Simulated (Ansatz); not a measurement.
**BH₄+ (triplet): one geometry, many settings at scale of all distances = 1.276**

What do other methods and options give for BH₄+ (triplet) at this geometry, and how long do they take?

Method: the settings change from run to run; program: Ansatz 0.2.0, Gaussian basis.

20 further runs of the same task are left out: 2 for a known fault of the program, 1 for a mislabelled method, 13 that didn't finish, 4 set aside as unsound or not needed.

## Step 1: The geometry

The geometry derives from a PBE0/def2-TZVP stationary point (not a proven minimum). All distances are scaled together.

5 atoms, charge 1, spin multiplicity 3.

Atoms are counted from 1 here; the program's logs count them from 0.

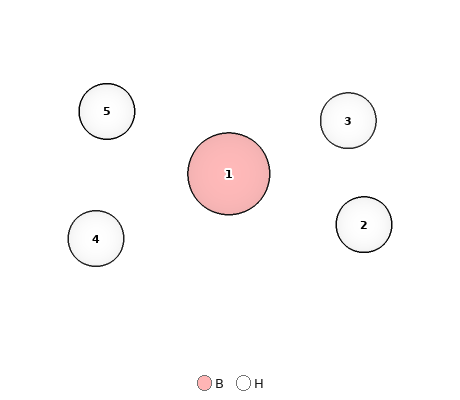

The geometry (boron pink, hydrogen white); atoms are numbered from 1 in the order of the file.

## Step 2: MRCISD+Q(2,6)/def2-SVP

The input, in.yaml:

```yaml
crystal:
  periodic: [false, false, false]
  atoms:
    - {symbol: B, position_ang: [0.000000, 0.000000, 0.000000]}
    - {symbol: H, position_ang: [0.602878, 0.620513, 1.349120]}
    - {symbol: H, position_ang: [-0.619869, -0.600848, 1.350321]}
    - {symbol: H, position_ang: [-0.602161, 0.601509, -1.358018]}
    - {symbol: H, position_ang: [0.619152, -0.621174, -1.341423]}
basis:
  gaussian: {orbitals: def2-SVP}
total_charge: 1
magnetization: {spin_polarized: false, initial_magnetization: 2}
correlation: {method: fic_mrcisd_q, electrons: valence, active_space: {window: {electrons: 2, orbitals: 6}}}
```

On the command line:

```sh
> ansatz run in.yaml --threads 1 --pin off --events-out ev --progress --plain --max-ram 2393MiB
```

The log of the run:

```text
Functional definition: HF
  name "HF"
  cite "Fock, Z. Phys. 61, 126 (1930) doi:10.1007/BF01340294"
  parent pbe
  exchange = exact_x
  correlation = 0
360 factors; integrals over basis functions are off by at most 1.8e-3 eV
mean field evaluation 1: about -716.9267 eV, gradient 8.6e0 eV
mean field evaluation 2: about -716.9273 eV, gradient 8.6e0 eV
mean field evaluation 4: about -717.4508 eV, gradient 5.7e-1 eV
mean field evaluation 8: about -717.4534 eV, gradient 1.5e-4 eV
mean field -717.45339774 eV, -26.3659260594 hartree, gradient 6.5e-7 eV, S^2 2.000000; 0 other end points of the search recorded, 0 dependent functions left out
reference -717.45339774 eV, -26.3659260594 hartree; 5, 3 occupied and 29, 31 virtual orbitals, 360 factors
state -717.51865872 eV, -26.3683243562 hartree
contracted CI cycle   1: correlation 0.00000000 eV, 0.0000000000 hartree, residual 1.26e1 eV
contracted CI cycle   2: correlation -2.96893871 eV, -0.1091064853 hartree, residual 2.76e0 eV
contracted CI cycle   3: correlation -3.14900013 eV, -0.1157236205 hartree, residual 8.88e-1 eV
contracted CI cycle   4: correlation -3.16556712 eV, -0.1163324458 hartree, residual 2.59e-1 eV
contracted CI cycle   5: correlation -3.16705857 eV, -0.1163872558 hartree, residual 8.25e-2 eV
contracted CI cycle   6: correlation -3.16723938 eV, -0.1163939003 hartree, residual 3.08e-2 eV
contracted CI cycle   7: correlation -3.16725810 eV, -0.1163945883 hartree, residual 8.45e-3 eV
contracted CI cycle   8: correlation -3.16725961 eV, -0.1163946438 hartree, residual 2.53e-3 eV
contracted CI cycle   9: correlation -3.16725975 eV, -0.1163946490 hartree, residual 7.83e-4 eV
state -717.51865872 eV, -26.3683243562 hartree; corrected -720.96170341 eV, -26.4948539148 hartree
Total energy: -720.96170341 eV, -26.4948539148 hartree
```

It took 0.91 s on 1 thread of Arm Neoverse V2, shared host.

From the report: 10 determinants; active occupations 1.00, 1.00, 0.00, 0.00, 0.00, 0.00.

## Step 3: CCSD(T) on ROHF/def2-mTZVP

in.yaml, as its differences from that of step 2:

```diff
@@ -9,5 +9,8 @@
 basis:
-  gaussian: {orbitals: def2-SVP}
+  gaussian: {orbitals: def2-mTZVP}
 total_charge: 1
 magnetization: {spin_polarized: false, initial_magnetization: 2}
-correlation: {method: fic_mrcisd_q, electrons: valence, active_space: {window: {electrons: 2, orbitals: 6}}}
+correlation: {method: ccsd_t, electrons: outside_noble_gas, diis_vectors: 1}
+accuracy: high
+scf: {lower_state_search: off}
+output: {forces: true}
```

The command is unchanged.

The log of the run, cut to the lines that bear on the results:

```text
Functional definition: HF
  name "HF"
  cite "Fock, Z. Phys. 61, 126 (1930) doi:10.1007/BF01340294"
  parent pbe
[...]
662 factors; integrals over basis functions are off by at most 3.2e-9 eV
[...]
mean field -717.80861476 eV, -26.3789800441 hartree, gradient 1.1e-8 eV, S^2 2.000000; 0 other end points of the search recorded, 0 dependent functions left out
1 core orbitals not correlated: weight in the atoms' cores, before any rotation towards them, 1.000 or more for the frozen orbitals, at most 0.000 for the correlated occupied ones
reference -717.80861476 eV, -26.3789800441 hartree; 4, 2 occupied and 26, 28 virtual orbitals, 662 factors
second order -2.10056564 eV of doubles, -0.07672477 eV of singles
cycle   1  -2.62811655 eV  change   -4.5e-1 eV  update   6.9e-2
[...]
cycle  32  -2.93841601 eV  change  -2.9e-10 eV  update  1.8e-10
perturbative correction -0.09889284 eV, -0.0036342448 hartree
[...]
Total energy: -720.84592361 eV, -26.4905990857 hartree
Atom 0 at     0.000000     0.000000     0.000000 Å, force    -0.000000     0.000000     0.000000 eV/Å
Atom 1 at     0.602878     0.620513     1.349120 Å, force    -0.686804    -0.718377    -2.383024 eV/Å
Atom 2 at    -0.619869    -0.600848     1.350321 Å, force     0.716811     0.683647    -2.384402 eV/Å
Atom 3 at    -0.602161     0.601509    -1.358018 Å, force     0.685981    -0.684406     2.393237 eV/Å
Atom 4 at     0.619152    -0.621174    -1.341423 Å, force    -0.715988     0.719136     2.374188 eV/Å
Dipole moment:    -0.000000     0.000000     0.000000 e Å
Checks for a lower state left out: starts, cluster_reference, orbital_swaps, neighbouring_geometries, increment
```

It took 1.4 s on 1 thread of Arm Neoverse V2, shared host.

From the report: correlation -3.0373 eV; T1 0.020; largest double amplitude 0.07.

## Step 4: CCSDT/cc-pVDZ

in.yaml, as its differences from that of step 3:

```diff
@@ -9,8 +9,7 @@
 basis:
-  gaussian: {orbitals: def2-mTZVP}
+  gaussian: {orbitals: cc-pVDZ}
 total_charge: 1
 magnetization: {spin_polarized: false, initial_magnetization: 2}
-correlation: {method: ccsd_t, electrons: outside_noble_gas, diis_vectors: 1}
-accuracy: high
-scf: {lower_state_search: off}
-output: {forces: true}
+hamiltonian: {xc: {name: B3LYP}}
+correlation: {method: ccsdt, electrons: outside_noble_gas}
+scf: {omitted_lower_state_checks: [cluster_reference]}
```

Same command.

The log of the run, cut to the lines that bear on the results:

```text
Functional definition: B3LYP
  name "B3LYP"
  cite "Stephens, Devlin, Chabalowski & Frisch, J. Phys. Chem. 98, 11623 (1994) doi:10.1021/j100096a001"
  cite "Becke, Phys. Rev. A 38, 3098 (1988) doi:10.1103/PhysRevA.38.3098"
  cite "Lee, Yang & Parr, Phys. Rev. B 37, 785 (1988) doi:10.1103/PhysRevB.37.785"
  cite "Vosko, Wilk & Nusair, Can. J. Phys. 58, 1200 (1980) doi:10.1139/p80-159"
[...]
636 factors; integrals over basis functions are off by at most 1.8e-7 eV
[...]
mean field -724.66863671 eV, -26.6310812010 hartree, gradient 1.4e-6 eV, S^2 2.000000; 0 other end points of the search recorded, 0 dependent functions left out
1 core orbitals not correlated: weight in the atoms' cores, before any rotation towards them, 1.000 or more for the frozen orbitals, at most 0.000 for the correlated occupied ones
reference -717.88886986 eV, -26.3819293646 hartree; 4, 2 occupied and 29, 31 virtual orbitals, 636 factors
second order -2.65983242 eV of doubles, -0.22134219 eV of singles
cycle   1  -3.34914393 eV  change   -4.7e-1 eV  update   6.4e-2
[...]
cycle  15  -3.70742349 eV  change    6.8e-8 eV  update   2.6e-7
Total energy: -721.59629334 eV, -26.5181746648 hartree
Checks for a lower state left out: cluster_reference
```

Wall time 1.8 s (1 thread of Arm Neoverse V2, shared host).

From the report: correlation -3.7074 eV; T1 0.022; largest double amplitude 0.07. The orbitals are Kohn-Sham ones, so correlation energy and T1 don't compare with those on Hartree-Fock orbitals.

## Step 5: CCSDT on ROHF/cc-pVDZ

in.yaml, as its differences from that of step 4:

```diff
@@ -12,4 +12,2 @@
 magnetization: {spin_polarized: false, initial_magnetization: 2}
-hamiltonian: {xc: {name: B3LYP}}
 correlation: {method: ccsdt, electrons: outside_noble_gas}
-scf: {omitted_lower_state_checks: [cluster_reference]}
```

The command is unchanged.

The log of the run, cut to the lines that bear on the results:

```text
Functional definition: HF
  name "HF"
  cite "Fock, Z. Phys. 61, 126 (1930) doi:10.1007/BF01340294"
  parent pbe
[...]
636 factors; integrals over basis functions are off by at most 1.8e-7 eV
[...]
mean field -718.05526741 eV, -26.3880443620 hartree, gradient 6.1e-7 eV, S^2 2.000000; 0 other end points of the search recorded, 0 dependent functions left out
1 core orbitals not correlated: weight in the atoms' cores, before any rotation towards them, 1.000 or more for the frozen orbitals, at most 0.000 for the correlated occupied ones
reference -718.05526741 eV, -26.3880443620 hartree; 4, 2 occupied and 29, 31 virtual orbitals, 636 factors
second order -2.55268724 eV of doubles, -0.11008370 eV of singles
cycle   1  -3.16879510 eV  change   -5.0e-1 eV  update   6.7e-2
[...]
cycle  15  -3.55635542 eV  change   -2.3e-8 eV  update   2.1e-7
Total energy: -721.61162283 eV, -26.5187380131 hartree
```

Wall time 1.5 s (1 thread of Arm Neoverse V2, shared host).

From the report: correlation -3.5564 eV; T1 0.020; largest double amplitude 0.07.

## Step 6: MP2 on ROHF/def2-SVPD

in.yaml, as its differences from that of step 5:

```diff
@@ -9,5 +9,7 @@
 basis:
-  gaussian: {orbitals: cc-pVDZ}
+  gaussian: {orbitals: def2-SVPD}
 total_charge: 1
 magnetization: {spin_polarized: false, initial_magnetization: 2}
-correlation: {method: ccsdt, electrons: outside_noble_gas}
+correlation: {method: mp2, electrons: outside_noble_gas}
+accuracy: high
+output: {forces: true}
```

The command is unchanged.

The log of the run, cut to the lines that bear on the results:

```text
Functional definition: HF
  name "HF"
  cite "Fock, Z. Phys. 61, 126 (1930) doi:10.1007/BF01340294"
  parent pbe
[...]
1088 factors; integrals over basis functions are off by at most 3.2e-9 eV
[...]
mean field -717.57131449 eV, -26.3702594201 hartree, gradient 2.4e-8 eV, S^2 2.000000; 0 other end points of the search recorded, 0 dependent functions left out
[...]
1 core orbitals not correlated: weight in the atoms' cores, before any rotation towards them, 1.000 or more for the frozen orbitals, at most 0.000 for the correlated occupied ones
reference -717.57131449 eV, -26.3702594201 hartree; 4, 2 occupied and 47, 49 virtual orbitals, 1088 factors
second order -2.58510397 eV of doubles, -0.11352317 eV of singles
[...]
Total energy: -720.26994163 eV, -26.4694321383 hartree
Atom 0 at     0.000000     0.000000     0.000000 Å, force     0.000000    -0.000000    -0.000000 eV/Å
Atom 1 at     0.602878     0.620513     1.349120 Å, force    -0.986478    -1.020615    -2.596695 eV/Å
Atom 2 at    -0.619869    -0.600848     1.350321 Å, force     1.019179     0.982768    -2.598665 eV/Å
Atom 3 at    -0.602161     0.601509    -1.358018 Å, force     0.985302    -0.983852     2.611290 eV/Å
Atom 4 at     0.619152    -0.621174    -1.341423 Å, force    -1.018003     1.021700     2.584071 eV/Å
Dipole moment:    -0.000000    -0.000000     0.000000 e Å
```

It took 0.9 s on 1 thread of Arm Neoverse V2, shared host.

## Step 7: MP2 on UHF/cc-pVDZ

in.yaml, as its differences from that of step 6:

```diff
@@ -9,7 +9,6 @@
 basis:
-  gaussian: {orbitals: def2-SVPD}
+  gaussian: {orbitals: cc-pVDZ}
 total_charge: 1
-magnetization: {spin_polarized: false, initial_magnetization: 2}
-correlation: {method: mp2, electrons: outside_noble_gas}
-accuracy: high
+magnetization: {spin_polarized: true, initial_magnetization: 2}
+correlation: {method: mp2, electrons: all}
 output: {forces: true}
```

Same command.

The log of the run, cut to the lines that bear on the results:

```text
Functional definition: HF
  name "HF"
  cite "Fock, Z. Phys. 61, 126 (1930) doi:10.1007/BF01340294"
  parent pbe
[...]
313 factors; integrals over basis functions are off by at most 6.5e-4 eV
[...]
mean field -718.26994428 eV, -26.3959335913 hartree, gradient 8.8e-7 eV, S^2 2.032455; 0 other end points of the search recorded, 0 dependent functions left out
reference -718.26994428 eV, -26.3959335913 hartree; 5, 3 occupied and 29, 31 virtual orbitals, 313 factors
second order -2.41289543 eV of doubles, -0.00000000 eV of singles
[...]
Total energy: -720.68283971 eV, -26.4846058629 hartree
Atom 0 at     0.000000     0.000000     0.000000 Å, force     0.000000    -0.000000    -0.000000 eV/Å
Atom 1 at     0.602878     0.620513     1.349120 Å, force    -1.025352    -1.060292    -2.659026 eV/Å
Atom 2 at    -0.619869    -0.600848     1.350321 Å, force     1.058839     1.021536    -2.661074 eV/Å
Atom 3 at    -0.602161     0.601509    -1.358018 Å, force     1.024130    -1.022663     2.674193 eV/Å
Atom 4 at     0.619152    -0.621174    -1.341423 Å, force    -1.057616     1.061419     2.645907 eV/Å
Dipole moment:     0.000000    -0.000000    -0.000000 e Å
```

Run time: 0.15 s. Hardware: 1 thread of Arm Neoverse V2, shared host.

From the report: ⟨S²⟩ of the determinant 2.032 (pure triplet: 2.00).

## Step 8: CCSD on ROHF/def2-TZVP

in.yaml, as its differences from that of step 7:

```diff
@@ -9,6 +9,6 @@
 basis:
-  gaussian: {orbitals: cc-pVDZ}
+  gaussian: {orbitals: def2-TZVP}
 total_charge: 1
-magnetization: {spin_polarized: true, initial_magnetization: 2}
-correlation: {method: mp2, electrons: all}
+magnetization: {spin_polarized: false, initial_magnetization: 2}
+correlation: {method: ccsd, electrons: all}
 output: {forces: true}
```

The command is unchanged.

The log of the run, cut to the lines that bear on the results:

```text
Functional definition: HF
  name "HF"
  cite "Fock, Z. Phys. 61, 126 (1930) doi:10.1007/BF01340294"
  parent pbe
[...]
406 factors; integrals over basis functions are off by at most 1.2e-3 eV
[...]
mean field -718.26153944 eV, -26.3956247194 hartree, gradient 1.4e-6 eV, S^2 2.000000; 0 other end points of the search recorded, 0 dependent functions left out
reference -718.26153944 eV, -26.3956247194 hartree; 5, 3 occupied and 50, 52 virtual orbitals, 406 factors
second order -3.23208113 eV of doubles, -0.11912817 eV of singles
cycle   1  -3.85509227 eV  change   -5.0e-1 eV  update   6.3e-2
[...]
cycle  12  -4.11611037 eV  change    3.0e-7 eV  update   5.4e-7
[...]
Total energy: -722.37764981 eV, -26.5468889853 hartree
Atom 0 at     0.000000     0.000000     0.000000 Å, force     0.000000    -0.000000     0.000000 eV/Å
Atom 1 at     0.602878     0.620513     1.349120 Å, force    -0.880249    -0.913379    -2.513741 eV/Å
Atom 2 at    -0.619869    -0.600848     1.350321 Å, force     0.911904     0.876742    -2.515501 eV/Å
Atom 3 at    -0.602161     0.601509    -1.358018 Å, force     0.879198    -0.877711     2.526782 eV/Å
Atom 4 at     0.619152    -0.621174    -1.341423 Å, force    -0.910853     0.914348     2.502460 eV/Å
Dipole moment:    -0.000000    -0.000000     0.000000 e Å
```

Wall time 2.5 s (1 thread of Arm Neoverse V2, shared host).

From the report: correlation -4.1161 eV; T1 0.019; largest double amplitude 0.06.

## Step 9: HF/def2-SVPD

in.yaml, as its differences from that of step 8:

```diff
@@ -9,6 +9,6 @@
 basis:
-  gaussian: {orbitals: def2-TZVP}
+  gaussian: {orbitals: def2-SVPD, point_charges: [{charge: 0.50, position_ang: [3.210, 0.761, -0.687]}]}
 total_charge: 1
-magnetization: {spin_polarized: false, initial_magnetization: 2}
-correlation: {method: ccsd, electrons: all}
-output: {forces: true}
+magnetization: {spin_polarized: true, initial_magnetization: 2}
+hamiltonian: {xc: hf}
+output: {orbitals: {seedname: orbitals}}
```

Launched as before.

The log of the run:

```text
Functional definition: HF
  name "HF"
  cite "Fock, Z. Phys. 61, 126 (1930) doi:10.1007/BF01340294"
  parent pbe
  exchange = exact_x
  correlation = 0
466 factors; their error is unknown
mean field evaluation 1: about -715.1493 eV, gradient 7.2e0 eV
mean field evaluation 2: about -715.7143 eV, gradient 2.4e0 eV
mean field evaluation 4: about -715.8119 eV, gradient 4.8e-1 eV
mean field evaluation 8: about -715.8333 eV, gradient 8.8e-2 eV
mean field -715.83333375 eV, -26.3063898060 hartree, gradient 2.4e-5 eV, S^2 2.030449; 0 other end points of the search recorded, 0 dependent functions left out
reference -715.83333375 eV, -26.3063898060 hartree; 5, 3 occupied and 47, 49 virtual orbitals, 466 factors
Total energy: -715.83333375 eV, -26.3063898060 hartree
```

It took 0.12 s on 1 thread of Arm Neoverse V2, shared host.

From the report: ⟨S²⟩ of the determinant 2.030 (pure triplet: 2.00).

## Step 10: CASCI(2,3)/cc-pVDZ

The input, in.yaml:

```yaml
crystal:
  periodic: [false, false, false]
  atoms:
    - {symbol: B, position_ang: [0.000000, 0.000000, 0.000000]}
    - {symbol: H, position_ang: [0.602878, 0.620513, 1.349120]}
    - {symbol: H, position_ang: [-0.619869, -0.600848, 1.350321]}
    - {symbol: H, position_ang: [-0.602161, 0.601509, -1.358018]}
    - {symbol: H, position_ang: [0.619152, -0.621174, -1.341423]}
basis:
  gaussian: {orbitals: cc-pVDZ}
total_charge: 1
magnetization: {spin_polarized: false, initial_magnetization: 2}
hamiltonian: {pseudopotentials: {relativity: none}}
correlation: {active_space: {window: {electrons: 2, orbitals: 3}, fixed_orbitals: true}}
output: {forces: true}
```

Launched as before.

The log of the run, cut to the lines that bear on the results:

```text
Functional definition: HF
  name "HF"
  cite "Fock, Z. Phys. 61, 126 (1930) doi:10.1007/BF01340294"
  parent pbe
[...]
313 factors; integrals over basis functions are off by at most 6.5e-4 eV
[...]
mean field -718.05526304 eV, -26.3880442012 hartree, gradient 6.1e-7 eV, S^2 2.000000; 0 other end points of the search recorded, 0 dependent functions left out
reference -718.05526304 eV, -26.3880442012 hartree; 5, 3 occupied and 29, 31 virtual orbitals, 313 factors
state -718.05526304 eV, -26.3880442012 hartree
[...]
Total energy: -718.05526304 eV, -26.3880442012 hartree
Atom 0 at     0.000000     0.000000     0.000000 Å, force    -0.000000     0.000000     0.000000 eV/Å
Atom 1 at     0.602878     0.620513     1.349120 Å, force    -1.005631    -1.041622    -2.734887 eV/Å
Atom 2 at    -0.619869    -0.600848     1.350321 Å, force     1.040072     1.001761    -2.736897 eV/Å
Atom 3 at    -0.602161     0.601509    -1.358018 Å, force     1.004431    -1.002867     2.749774 eV/Å
Atom 4 at     0.619152    -0.621174    -1.341423 Å, force    -1.038872     1.042728     2.722011 eV/Å
Dipole moment:     0.000000    -0.000000    -0.000000 e Å
```

Wall time 0.12 s (1 thread of Arm Neoverse V2, shared host).

From the report: 2 determinants; active occupations 1.00, 1.00, 0.00. With so small a space the active step adds no correlation: the energy is the mean field's.

## Step 11: All runs side by side

Where basis and cores are those of an earlier FCI/cc-pVDZ run (-721.6147 eV), and the state is the same kind, the miss against it is given.

```tsv
level	correlated	functions	energy (eV)	from FCI (meV)	time
MRCISD+Q(2,6)/def2-SVP	valence	34	-720.9617		0.91 s
CCSD(T) on ROHF/def2-mTZVP	outside noble gas	31	-720.8459		1.4 s
CCSDT/cc-pVDZ (on B3LYP orbitals)	outside noble gas	34	-721.5963	18.4	1.8 s
CCSDT on ROHF/cc-pVDZ	outside noble gas	34	-721.6116	3.0	1.5 s
MP2 on ROHF/def2-SVPD	outside noble gas	52	-720.2699		0.9 s
MP2 on UHF/cc-pVDZ	all	34	-720.6828		0.15 s
CCSD on ROHF/def2-TZVP	all	55	-722.3776		2.5 s
HF/def2-SVPD (beside a point charge)		52	-715.8333		0.12 s
CASCI(2,3)/cc-pVDZ		34	-718.0553		0.12 s
```

## Step 12: Summary of results

```
quantity                                         value
    runs                                             9
quickest  HF/def2-SVPD (beside a point charge), 0.12 s
 slowest                 CCSD on ROHF/def2-TZVP, 2.5 s
```

What this shows: Total energies in different bases, with other cores or another treatment of relativity can't be set against each other. CCSD on ROHF/def2-TZVP took 21 times as long as HF/def2-SVPD (beside a point charge); the jobs differ in more than the method. Among the correlated runs with a miss given, it spans +3 to +18 meV. Cores frozen from Kohn-Sham orbitals shift the total energy.
